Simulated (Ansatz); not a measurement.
# CH6Al (doublet): B2PLYP, RPA-PBE over a scan of the distance Al1–H4 along a hydrogen transfer, cc-pVDZ

Aim: run CH6Al (doublet) with these functionals over a scan of the distance Al1–H4 along a hydrogen transfer, and hold them against the top wave-function level at the same points.

Program: Ansatz 0.2.0, Gaussian basis. Level of theory: cc-pVDZ, all electrons in the functionals, frozen cores in the correlation of double hybrids and RPA. These are calculated values, not measurements.

To be run: B2PLYP, RPA-PBE, at 1.586 Å; 1.696 Å; 1.916 Å; 2.137 Å; 2.357 Å.

### 1 The system

The geometry derives from fragments relaxed apart (PBE0/def2-TZVP) and kept rigid, so it is no stationary point. A hydrogen atom is moved between rigid fragments.

8 atoms, charge 0, spin multiplicity 2.

Atoms are counted from 1 here; the program's logs count them from 0.

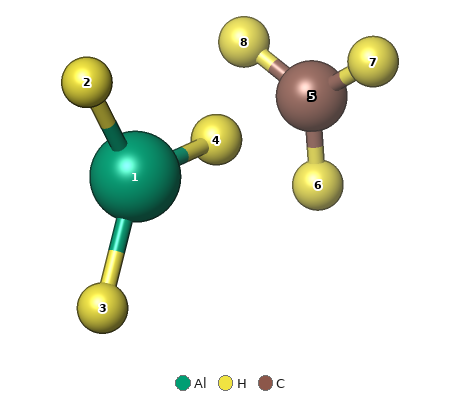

The geometry (aluminium teal, hydrogen yellow, carbon brown); atoms are numbered from 1 in the order of the file.

No dispersion term is added.

The geometry shown and the zero of energy belong to the point 1.586 Å. The yardstick, UCCSDT(Q), and other wave-function levels (R restricted, U unrestricted, valence and pair active spaces) come from earlier runs.

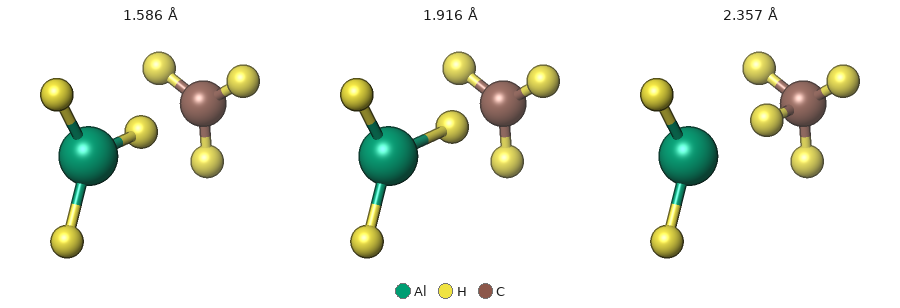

Three points of the scan; sticks are drawn by distance.

### 2 B2PLYP, 1.586 Å

The input, in.yaml:

```yaml
crystal:
  periodic: [false, false, false]
  atoms:
    - {symbol: Al, position_ang: [-1.150625, 0.000000, 0.000000]}
    - {symbol: H, position_ang: [-1.943548, 1.373384, 0.000000]}
    - {symbol: H, position_ang: [-1.943549, -1.373384, 0.000000]}
    - {symbol: H, position_ang: [0.435223, 0.000000, 0.000000]}
    - {symbol: C, position_ang: [2.296375, 0.000000, 0.000000]}
    - {symbol: H, position_ang: [2.296375, -1.080022, 0.000000]}
    - {symbol: H, position_ang: [2.296375, 0.540011, 0.935327]}
    - {symbol: H, position_ang: [2.296375, 0.540011, -0.935327]}
basis:
  gaussian: {orbitals: cc-pVDZ}
magnetization: {spin_polarized: true, initial_magnetization: 1}
hamiltonian: {xc: {name: B2PLYP}}
correlation: {electrons: outside_noble_gas}
```

Run with:

```
$ ansatz run in.yaml --threads 1 --pin off --events-out ev --progress --plain --max-ram 2816MiB --backend cpu
```

Log:

```text
Functional definition: B2PLYP
  name "B2PLYP"
  cite "Grimme, J. Chem. Phys. 124, 034108 (2006) doi:10.1063/1.2148954"
  cite "Becke, Phys. Rev. A 38, 3098 (1988) doi:10.1103/PhysRevA.38.3098"
  cite "Lee, Yang & Parr, Phys. Rev. B 37, 785 (1988) doi:10.1103/PhysRevB.37.785"
  parameter a = 0.53
  parameter c = 0.27
  exchange = (1 - a)*b88_x + a*exact_x
  correlation = (1 - c)*lyp_c + c*(mp2_os + mp2_ss)
567 factors; integrals over basis functions are off by at most 1.5e-3 eV
mean field evaluation 1: about -7719.0697 eV, gradient 2.0e1 eV
mean field evaluation 2: about -7719.1035 eV, gradient 2.0e1 eV
mean field evaluation 4: about -7721.5657 eV, gradient 1.3e0 eV
mean field evaluation 8: about -7721.6083 eV, gradient 3.5e-2 eV
mean field evaluation 16: about -7721.6083 eV, gradient 5.2e-5 eV
mean field -7721.60832328 eV, -283.7638719864 hartree, gradient 4.5e-6 eV, S^2 0.758956; 0 other end points of the search recorded, 0 dependent functions left out
6 core orbitals not correlated: weight in the atoms' cores, before any rotation towards them, 1.000 or more for the frozen orbitals, at most 0.000 for the correlated occupied ones
reference -7721.60848813 eV, -283.7638780446 hartree; 7, 6 occupied and 49, 50 virtual orbitals, 567 factors
second order -7.09750289 eV of doubles, -0.00000000 eV of singles
Total energy: -7723.52481391 eV, -283.8343017180 hartree
```

Run time: 1.9 s. Hardware: 1 thread of AMD EPYC 7R13, shared host.

From the report: ⟨S²⟩ of the determinant 0.759 (pure doublet: 0.75).

### 3 B2PLYP, 1.696 Å

The input, in.yaml:

```yaml
crystal:
  periodic: [false, false, false]
  atoms:
    - {symbol: Al, position_ang: [-1.153090, 0.000000, 0.000000]}
    - {symbol: H, position_ang: [-1.946013, 1.373384, 0.000000]}
    - {symbol: H, position_ang: [-1.946014, -1.373384, 0.000000]}
    - {symbol: H, position_ang: [0.542910, 0.000000, 0.000000]}
    - {symbol: C, position_ang: [2.293910, 0.000000, 0.000000]}
    - {symbol: H, position_ang: [2.293910, -1.080022, 0.000000]}
    - {symbol: H, position_ang: [2.293910, 0.540011, 0.935327]}
    - {symbol: H, position_ang: [2.293910, 0.540011, -0.935327]}
basis:
  gaussian: {orbitals: cc-pVDZ}
magnetization: {spin_polarized: true, initial_magnetization: 1}
hamiltonian: {xc: {name: B2PLYP}}
correlation: {electrons: outside_noble_gas}
```

The command is unchanged.

Log, cut to the lines that bear on the results:

```text
Functional definition: B2PLYP
  name "B2PLYP"
  cite "Grimme, J. Chem. Phys. 124, 034108 (2006) doi:10.1063/1.2148954"
  cite "Becke, Phys. Rev. A 38, 3098 (1988) doi:10.1103/PhysRevA.38.3098"
  cite "Lee, Yang & Parr, Phys. Rev. B 37, 785 (1988) doi:10.1103/PhysRevB.37.785"
[...]
569 factors; integrals over basis functions are off by at most 1.2e-3 eV
[...]
mean field -7721.51605917 eV, -283.7604813431 hartree, gradient 6.1e-6 eV, S^2 0.763206; 0 other end points of the search recorded, 0 dependent functions left out
6 core orbitals not correlated: weight in the atoms' cores, before any rotation towards them, 1.000 or more for the frozen orbitals, at most 0.000 for the correlated occupied ones
reference -7721.51622377 eV, -283.7604873918 hartree; 7, 6 occupied and 49, 50 virtual orbitals, 569 factors
second order -7.21881960 eV of doubles, -0.00000000 eV of singles
Total energy: -7723.46530506 eV, -283.8321148081 hartree
```

Wall time 2.6 s (1 thread of AMD EPYC 7R13, shared host).

From the report: ⟨S²⟩ of the determinant 0.763 (pure doublet: 0.75).

From 1.586 Å: +5.7 kJ/mol.

### 4 B2PLYP, 1.916 Å

The input, in.yaml:

```yaml
crystal:
  periodic: [false, false, false]
  atoms:
    - {symbol: Al, position_ang: [-1.158013, 0.000000, 0.000000]}
    - {symbol: H, position_ang: [-1.950936, 1.373384, 0.000000]}
    - {symbol: H, position_ang: [-1.950937, -1.373384, 0.000000]}
    - {symbol: H, position_ang: [0.757987, 0.000000, 0.000000]}
    - {symbol: C, position_ang: [2.288987, 0.000000, 0.000000]}
    - {symbol: H, position_ang: [2.288987, -1.080022, 0.000000]}
    - {symbol: H, position_ang: [2.288987, 0.540011, 0.935327]}
    - {symbol: H, position_ang: [2.288987, 0.540011, -0.935327]}
basis:
  gaussian: {orbitals: cc-pVDZ}
magnetization: {spin_polarized: true, initial_magnetization: 1}
hamiltonian: {xc: {name: B2PLYP}}
correlation: {electrons: outside_noble_gas}
```

The command is unchanged.

Log, cut to the lines that bear on the results:

```text
Functional definition: B2PLYP
  name "B2PLYP"
  cite "Grimme, J. Chem. Phys. 124, 034108 (2006) doi:10.1063/1.2148954"
  cite "Becke, Phys. Rev. A 38, 3098 (1988) doi:10.1103/PhysRevA.38.3098"
  cite "Lee, Yang & Parr, Phys. Rev. B 37, 785 (1988) doi:10.1103/PhysRevB.37.785"
[...]
569 factors; integrals over basis functions are off by at most 1.2e-3 eV
[...]
mean field -7721.31309684 eV, -283.7530226147 hartree, gradient 8.9e-6 eV, S^2 0.776977; 2 other end points of the search recorded, 0 dependent functions left out
6 core orbitals not correlated: weight in the atoms' cores, before any rotation towards them, 1.000 or more for the frozen orbitals, at most 0.000 for the correlated occupied ones
reference -7721.31326216 eV, -283.7530286902 hartree; 7, 6 occupied and 49, 50 virtual orbitals, 569 factors
second order -7.53096274 eV of doubles, -0.00000000 eV of singles
Total energy: -7723.34662210 eV, -283.8277532898 hartree
```

It took 2.7 s on 1 thread of AMD EPYC 7R13, shared host.

From the report: ⟨S²⟩ of the determinant 0.777 (pure doublet: 0.75).

From 1.586 Å: +17.2 kJ/mol.

### 5 B2PLYP, 2.137 Å

The input, in.yaml:

```yaml
crystal:
  periodic: [false, false, false]
  atoms:
    - {symbol: Al, position_ang: [-1.162959, 0.000000, 0.000000]}
    - {symbol: H, position_ang: [-1.955882, 1.373384, 0.000000]}
    - {symbol: H, position_ang: [-1.955883, -1.373384, 0.000000]}
    - {symbol: H, position_ang: [0.974041, 0.000000, 0.000000]}
    - {symbol: C, position_ang: [2.284041, 0.000000, 0.000000]}
    - {symbol: H, position_ang: [2.284041, -1.080022, 0.000000]}
    - {symbol: H, position_ang: [2.284041, 0.540011, 0.935327]}
    - {symbol: H, position_ang: [2.284041, 0.540011, -0.935327]}
basis:
  gaussian: {orbitals: cc-pVDZ}
magnetization: {spin_polarized: true, initial_magnetization: 1}
hamiltonian: {xc: {name: B2PLYP}}
correlation: {electrons: outside_noble_gas}
```

Launched as before.

Log, cut to the lines that bear on the results:

```text
Functional definition: B2PLYP
  name "B2PLYP"
  cite "Grimme, J. Chem. Phys. 124, 034108 (2006) doi:10.1063/1.2148954"
  cite "Becke, Phys. Rev. A 38, 3098 (1988) doi:10.1103/PhysRevA.38.3098"
  cite "Lee, Yang & Parr, Phys. Rev. B 37, 785 (1988) doi:10.1103/PhysRevB.37.785"
[...]
567 factors; integrals over basis functions are off by at most 1.4e-3 eV
[...]
mean field -7721.52396369 eV, -283.7607718287 hartree, gradient 5.8e-6 eV, S^2 0.763250; 2 other end points of the search recorded, 0 dependent functions left out
6 core orbitals not correlated: weight in the atoms' cores, before any rotation towards them, 1.000 or more for the frozen orbitals, at most 0.000 for the correlated occupied ones
reference -7721.52412945 eV, -283.7607779204 hartree; 7, 6 occupied and 49, 50 virtual orbitals, 567 factors
second order -7.69868668 eV of doubles, -0.00000000 eV of singles
Total energy: -7723.60277486 eV, -283.8371667300 hartree
```

It took 2.6 s on 1 thread of AMD EPYC 7R13, shared host.

From the report: ⟨S²⟩ of the determinant 0.763 (pure doublet: 0.75).

From 1.586 Å: -7.5 kJ/mol.

### 6 B2PLYP, 2.357 Å

The input, in.yaml:

```yaml
crystal:
  periodic: [false, false, false]
  atoms:
    - {symbol: Al, position_ang: [-1.167882, 0.000000, 0.000000]}
    - {symbol: H, position_ang: [-1.960805, 1.373384, 0.000000]}
    - {symbol: H, position_ang: [-1.960806, -1.373384, 0.000000]}
    - {symbol: H, position_ang: [1.189118, 0.000000, 0.000000]}
    - {symbol: C, position_ang: [2.279118, 0.000000, 0.000000]}
    - {symbol: H, position_ang: [2.279118, -1.080022, 0.000000]}
    - {symbol: H, position_ang: [2.279118, 0.540011, 0.935327]}
    - {symbol: H, position_ang: [2.279118, 0.540011, -0.935327]}
basis:
  gaussian: {orbitals: cc-pVDZ}
magnetization: {spin_polarized: true, initial_magnetization: 1}
hamiltonian: {xc: {name: B2PLYP}}
correlation: {electrons: outside_noble_gas}
```

Launched as before.

Log, cut to the lines that bear on the results:

```text
Functional definition: B2PLYP
  name "B2PLYP"
  cite "Grimme, J. Chem. Phys. 124, 034108 (2006) doi:10.1063/1.2148954"
  cite "Becke, Phys. Rev. A 38, 3098 (1988) doi:10.1103/PhysRevA.38.3098"
  cite "Lee, Yang & Parr, Phys. Rev. B 37, 785 (1988) doi:10.1103/PhysRevB.37.785"
[...]
567 factors; integrals over basis functions are off by at most 1.2e-3 eV
[...]
mean field -7721.69758502 eV, -283.7671522950 hartree, gradient 3.8e-6 eV, S^2 0.754006; 2 other end points of the search recorded, 0 dependent functions left out
6 core orbitals not correlated: weight in the atoms' cores, before any rotation towards them, 1.000 or more for the frozen orbitals, at most 0.000 for the correlated occupied ones
reference -7721.69775010 eV, -283.7671583615 hartree; 7, 6 occupied and 49, 50 virtual orbitals, 567 factors
second order -7.56594929 eV of doubles, -0.00000000 eV of singles
Total energy: -7723.74055641 eV, -283.8422301087 hartree
```

Run time: 2.1 s. Hardware: 1 thread of AMD EPYC 7R13, shared host.

From the report: ⟨S²⟩ of the determinant 0.754 (pure doublet: 0.75).

From 1.586 Å: -20.8 kJ/mol.

### 7 RPA-PBE, 1.586 Å

The input, in.yaml:

```yaml
crystal:
  periodic: [false, false, false]
  atoms:
    - {symbol: Al, position_ang: [-1.150625, 0.000000, 0.000000]}
    - {symbol: H, position_ang: [-1.943548, 1.373384, 0.000000]}
    - {symbol: H, position_ang: [-1.943549, -1.373384, 0.000000]}
    - {symbol: H, position_ang: [0.435223, 0.000000, 0.000000]}
    - {symbol: C, position_ang: [2.296375, 0.000000, 0.000000]}
    - {symbol: H, position_ang: [2.296375, -1.080022, 0.000000]}
    - {symbol: H, position_ang: [2.296375, 0.540011, 0.935327]}
    - {symbol: H, position_ang: [2.296375, 0.540011, -0.935327]}
basis:
  gaussian: {orbitals: cc-pVDZ}
magnetization: {spin_polarized: true, initial_magnetization: 1}
hamiltonian: {xc: {name: PBE}}
correlation: {method: rpa, electrons: outside_noble_gas}
```

Same command.

Log, cut to the lines that bear on the results:

```text
Functional definition: PBE
  name "PBE"
  cite "Perdew, Burke & Ernzerhof, Phys. Rev. Lett. 77, 3865 (1996) doi:10.1103/PhysRevLett.77.3865"
  parent pbe
[...]
567 factors; integrals over basis functions are off by at most 1.5e-3 eV
[...]
mean field -7722.60511412 eV, -283.8005033740 hartree, gradient 5.1e-6 eV, S^2 0.753853; 1 other end points of the search recorded, 0 dependent functions left out
6 core orbitals not correlated: weight in the atoms' cores, before any rotation towards them, 1.000 or more for the frozen orbitals, at most 0.000 for the correlated occupied ones
reference -7704.90332006 eV, -283.1499744410 hartree; 7, 6 occupied and 49, 50 virtual orbitals, 567 factors
Total energy: -7716.81598230 eV, -283.5877567036 hartree
```

It took 2.3 s on 1 thread of AMD EPYC 7R13, shared host.

From the report: ⟨S²⟩ of the determinant 0.754 (pure doublet: 0.75).

### 8 RPA-PBE, 1.696 Å

The input, in.yaml:

```yaml
crystal:
  periodic: [false, false, false]
  atoms:
    - {symbol: Al, position_ang: [-1.153090, 0.000000, 0.000000]}
    - {symbol: H, position_ang: [-1.946013, 1.373384, 0.000000]}
    - {symbol: H, position_ang: [-1.946014, -1.373384, 0.000000]}
    - {symbol: H, position_ang: [0.542910, 0.000000, 0.000000]}
    - {symbol: C, position_ang: [2.293910, 0.000000, 0.000000]}
    - {symbol: H, position_ang: [2.293910, -1.080022, 0.000000]}
    - {symbol: H, position_ang: [2.293910, 0.540011, 0.935327]}
    - {symbol: H, position_ang: [2.293910, 0.540011, -0.935327]}
basis:
  gaussian: {orbitals: cc-pVDZ}
magnetization: {spin_polarized: true, initial_magnetization: 1}
hamiltonian: {xc: {name: PBE}}
correlation: {method: rpa, electrons: outside_noble_gas}
```

The command is unchanged.

Log, cut to the lines that bear on the results:

```text
Functional definition: PBE
  name "PBE"
  cite "Perdew, Burke & Ernzerhof, Phys. Rev. Lett. 77, 3865 (1996) doi:10.1103/PhysRevLett.77.3865"
  parent pbe
[...]
569 factors; integrals over basis functions are off by at most 1.2e-3 eV
[...]
mean field -7722.63700462 eV, -283.8016753283 hartree, gradient 4.7e-6 eV, S^2 0.754556; 4 other end points of the search recorded, 0 dependent functions left out
6 core orbitals not correlated: weight in the atoms' cores, before any rotation towards them, 1.000 or more for the frozen orbitals, at most 0.000 for the correlated occupied ones
reference -7704.69331164 eV, -283.1422567739 hartree; 7, 6 occupied and 49, 50 virtual orbitals, 569 factors
Total energy: -7716.75251349 eV, -283.5854242680 hartree
```

Run time: 5 s. Hardware: 1 thread of AMD EPYC 7R13, shared host.

From the report: ⟨S²⟩ of the determinant 0.755 (pure doublet: 0.75).

From 1.586 Å: +6.1 kJ/mol.

### 9 RPA-PBE, 1.916 Å

The input, in.yaml:

```yaml
crystal:
  periodic: [false, false, false]
  atoms:
    - {symbol: Al, position_ang: [-1.158013, 0.000000, 0.000000]}
    - {symbol: H, position_ang: [-1.950936, 1.373384, 0.000000]}
    - {symbol: H, position_ang: [-1.950937, -1.373384, 0.000000]}
    - {symbol: H, position_ang: [0.757987, 0.000000, 0.000000]}
    - {symbol: C, position_ang: [2.288987, 0.000000, 0.000000]}
    - {symbol: H, position_ang: [2.288987, -1.080022, 0.000000]}
    - {symbol: H, position_ang: [2.288987, 0.540011, 0.935327]}
    - {symbol: H, position_ang: [2.288987, 0.540011, -0.935327]}
basis:
  gaussian: {orbitals: cc-pVDZ}
magnetization: {spin_polarized: true, initial_magnetization: 1}
hamiltonian: {xc: {name: PBE}}
correlation: {method: rpa, electrons: outside_noble_gas}
```

Launched as before.

Log, cut to the lines that bear on the results:

```text
Functional definition: PBE
  name "PBE"
  cite "Perdew, Burke & Ernzerhof, Phys. Rev. Lett. 77, 3865 (1996) doi:10.1103/PhysRevLett.77.3865"
  parent pbe
[...]
569 factors; integrals over basis functions are off by at most 1.2e-3 eV
[...]
mean field -7722.68403834 eV, -283.8034037858 hartree, gradient 2.7e-6 eV, S^2 0.755303; 4 other end points of the search recorded, 0 dependent functions left out
6 core orbitals not correlated: weight in the atoms' cores, before any rotation towards them, 1.000 or more for the frozen orbitals, at most 0.000 for the correlated occupied ones
reference -7704.32339630 eV, -283.1286626362 hartree; 7, 6 occupied and 49, 50 virtual orbitals, 569 factors
Total energy: -7716.67302533 eV, -283.5825031319 hartree
```

Wall time 4.1 s (1 thread of AMD EPYC 7R13, shared host).

From the report: ⟨S²⟩ of the determinant 0.755 (pure doublet: 0.75).

From 1.586 Å: +13.8 kJ/mol.

### 10 RPA-PBE, 2.137 Å

The input, in.yaml:

```yaml
crystal:
  periodic: [false, false, false]
  atoms:
    - {symbol: Al, position_ang: [-1.162959, 0.000000, 0.000000]}
    - {symbol: H, position_ang: [-1.955882, 1.373384, 0.000000]}
    - {symbol: H, position_ang: [-1.955883, -1.373384, 0.000000]}
    - {symbol: H, position_ang: [0.974041, 0.000000, 0.000000]}
    - {symbol: C, position_ang: [2.284041, 0.000000, 0.000000]}
    - {symbol: H, position_ang: [2.284041, -1.080022, 0.000000]}
    - {symbol: H, position_ang: [2.284041, 0.540011, 0.935327]}
    - {symbol: H, position_ang: [2.284041, 0.540011, -0.935327]}
basis:
  gaussian: {orbitals: cc-pVDZ}
magnetization: {spin_polarized: true, initial_magnetization: 1}
hamiltonian: {xc: {name: PBE}}
correlation: {method: rpa, electrons: outside_noble_gas}
```

The command is unchanged.

Log, cut to the lines that bear on the results:

```text
Functional definition: PBE
  name "PBE"
  cite "Perdew, Burke & Ernzerhof, Phys. Rev. Lett. 77, 3865 (1996) doi:10.1103/PhysRevLett.77.3865"
  parent pbe
[...]
567 factors; integrals over basis functions are off by at most 1.4e-3 eV
[...]
mean field -7722.93833729 eV, -283.8127490998 hartree, gradient 3.7e-6 eV, S^2 0.752594; 6 other end points of the search recorded, 0 dependent functions left out
6 core orbitals not correlated: weight in the atoms' cores, before any rotation towards them, 1.000 or more for the frozen orbitals, at most 0.000 for the correlated occupied ones
reference -7704.59438614 eV, -283.1386213290 hartree; 7, 6 occupied and 49, 50 virtual orbitals, 567 factors
Total energy: -7716.96715875 eV, -283.5933123359 hartree
```

It took 4.8 s on 1 thread of AMD EPYC 7R13, shared host.

From the report: ⟨S²⟩ of the determinant 0.753 (pure doublet: 0.75).

From 1.586 Å: -14.6 kJ/mol.

### 11 RPA-PBE, 2.357 Å

The input, in.yaml:

```yaml
crystal:
  periodic: [false, false, false]
  atoms:
    - {symbol: Al, position_ang: [-1.167882, 0.000000, 0.000000]}
    - {symbol: H, position_ang: [-1.960805, 1.373384, 0.000000]}
    - {symbol: H, position_ang: [-1.960806, -1.373384, 0.000000]}
    - {symbol: H, position_ang: [1.189118, 0.000000, 0.000000]}
    - {symbol: C, position_ang: [2.279118, 0.000000, 0.000000]}
    - {symbol: H, position_ang: [2.279118, -1.080022, 0.000000]}
    - {symbol: H, position_ang: [2.279118, 0.540011, 0.935327]}
    - {symbol: H, position_ang: [2.279118, 0.540011, -0.935327]}
basis:
  gaussian: {orbitals: cc-pVDZ}
magnetization: {spin_polarized: true, initial_magnetization: 1}
hamiltonian: {xc: {name: PBE}}
correlation: {method: rpa, electrons: outside_noble_gas}
```

Same command.

Log, cut to the lines that bear on the results:

```text
Functional definition: PBE
  name "PBE"
  cite "Perdew, Burke & Ernzerhof, Phys. Rev. Lett. 77, 3865 (1996) doi:10.1103/PhysRevLett.77.3865"
  parent pbe
[...]
567 factors; integrals over basis functions are off by at most 1.2e-3 eV
[...]
mean field -7722.98062972 eV, -283.8143033178 hartree, gradient 3.8e-6 eV, S^2 0.751298; 4 other end points of the search recorded, 0 dependent functions left out
6 core orbitals not correlated: weight in the atoms' cores, before any rotation towards them, 1.000 or more for the frozen orbitals, at most 0.000 for the correlated occupied ones
reference -7704.91205811 eV, -283.1502955586 hartree; 7, 6 occupied and 49, 50 virtual orbitals, 567 factors
Total energy: -7717.09772776 eV, -283.5981106585 hartree
```

Run time: 3.8 s. Hardware: 1 thread of AMD EPYC 7R13, shared host.

From the report: ⟨S²⟩ of the determinant 0.751 (pure doublet: 0.75).

From 1.586 Å: -27.2 kJ/mol.

### 12 Against the wave-function levels

The yardstick is UCCSDT(Q), where the cluster series has nearly closed. It comes from earlier runs at the same points. Energies in kJ/mol, counted from 1.586 Å; blanks weren't run or aren't comparable.

| level | 1.586 Å | 1.696 Å | 1.916 Å | 2.137 Å | 2.357 Å |
| --- | --- | --- | --- | --- | --- |
| UCCSDT(Q) | 0.0 | 7.4 | 21.2 | -4.0 | -18.1 |
| B2PLYP | 0.0 | 5.7 | 17.2 | -7.5 | -20.8 |
| RPA-PBE | 0.0 | 6.1 | 13.8 | -14.6 | -27.2 |

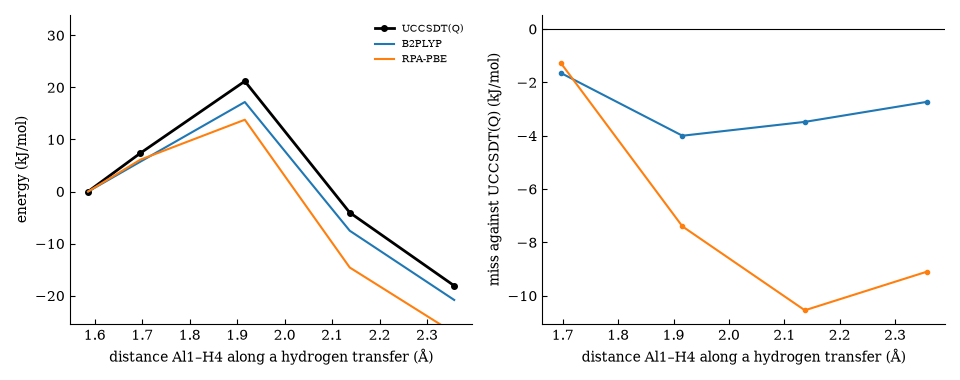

Left: the curves (the axis may cut off levels that run far away). Right: misses against UCCSDT(Q), in the same colours.

Largest miss and mean time a point (UCCSDT(Q) took 7.8 s a point; shared hosts):

| level | largest miss (kJ/mol) | where | time a point |
| --- | --- | --- | --- |
| B2PLYP | -4.0 | 1.916 Å | 2.4 s |
| RPA-PBE | -10.5 | 2.137 Å | 4 s |

### 13 Results

| quantity | value |
| --- | --- |
| span of the UCCSDT(Q) curve | 39.3 kJ/mol |
| largest miss, B2PLYP | -4.0 kJ/mol (1.916 Å) |
| largest miss, RPA-PBE | -10.5 kJ/mol (2.137 Å) |

What this shows: Of the functionals, B2PLYP keep the smallest largest miss at the points compared (at most 4.0 kJ/mol) and RPA-PBE strays most (10.5 kJ/mol, at 2.137 Å). Functionals and the yardstick converge differently with the basis, so part of each miss in cc-pVDZ is the basis.
